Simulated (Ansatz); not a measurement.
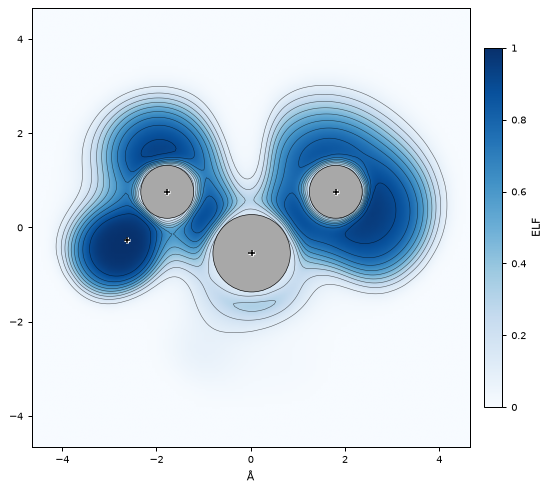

The ELF on a plane through atoms (crosses mark nuclei in the plane; grey discs cover the cores).

Computed with Ansatz, RKS PBE0-D4/def2-TZVPP.

Candidates:
A. AlBFH3OS
B. GeH4S3 (SMILES [SH][GeH]([SH])[SH])
C. CH3InS (SMILES [CH2]1[S][InH]1)

Question: Which system is this?

Answer: Candidate B: GeH4S3 on the plane of atoms S1, Ge2 and S3, which holds S, Ge and H. Ge–S (2.21 Å): the ELF peaks at about 0.85 in the valence shell of S, 0.9 Å from its nucleus, and is about 0.80 at the midpoint. S–H (1.34 Å): the ELF climbs to about 1 towards the hydrogen, as it does in any bond to H.
